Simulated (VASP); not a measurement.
Energy against volume of GaP (zinc blende). Level of theory: PBE GGA, VASP's PBE PAW potentials (set 64) (plane waves; VASP).

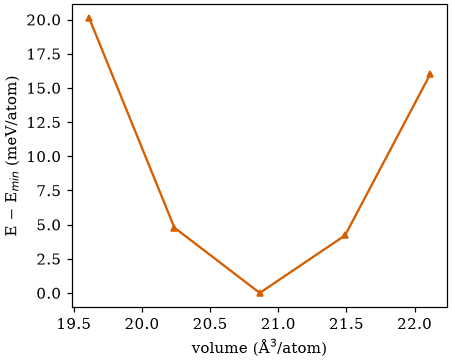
Figure. Energy against volume

Problem. Estimate the equilibrium volume and the bulk modulus.

Solution. The minimum lies near 20.9 Å³/atom, and the curvature gives B0 of about 76 GPa.

Measured: bulk modulus 89.6 GPa at 0 K (computed value off by -14.8 %), as given by Daniel Mejia-Rodriguez et al., Physical Review B (2018), arXiv:1807.09216 [0 K value with the zero-point phonon effect removed]; a 5.439 Å at 0 K (computed value off by +1.2 %), as given by Daniel Mejia-Rodriguez et al., Physical Review B (2018), arXiv:1807.09216 [static lattice: zero-point anharmonic expansion removed].

The compound is GaP in the zinc blende structure. It was relaxed first.
